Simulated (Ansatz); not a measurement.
System: Ga2AsN.

```
N As Ga
1.0
     3.29309    0.00000    0.00000
    -1.64654    2.85190    0.00000
     0.00000    0.00000   17.86268
N As Ga
3 3 6
Direct
  0.00000 0.00000 0.00000
  0.66667 0.33333 0.33333
  0.33333 0.66667 0.66667
  0.33333 0.66667 0.16667
  0.00000 0.00000 0.50000
  0.66667 0.33333 0.83333
  0.00000 0.00000 0.26732
  0.66667 0.33333 0.60066
  0.33333 0.66667 0.93399
  0.66667 0.33333 0.06601
  0.33333 0.66667 0.39934
  0.00000 0.00000 0.73268
```

Space group R-3m; started from the ordered alloy on rocksalt lattice prototype, which need not be the ambient phase.

Computed with DFT, r2SCAN, plane waves, PAW in Ansatz 0.2.0.

Question: What can the converged valence pseudo-density and electron localisation function tell about the bonding?

Answer: Ga–N (2.24 Å): ρ is about 0.42 e/Å³ halfway; the ELF peaks at about 0.85 in the valence shell of N, 0.7 Å from its nucleus, and is about 0.35 at the midpoint.
Ga–As (2.62 Å): the density is about 0.36 e/Å³ at the midpoint; the ELF is about 0.60 at the midpoint.

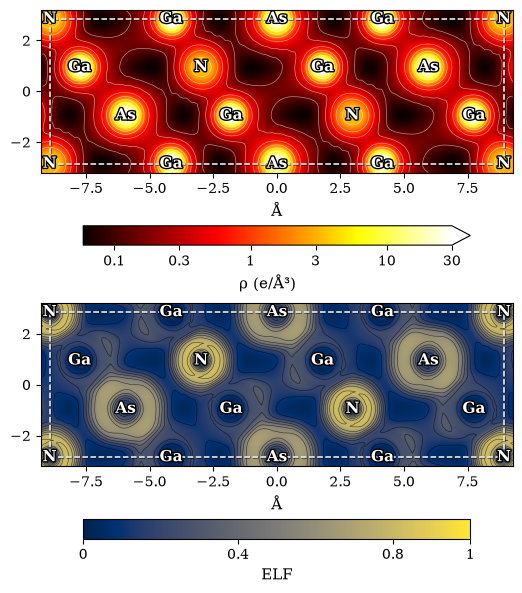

Computed valence pseudo-density and electron localisation function on the (110) plane of the conventional cell, in this order. 
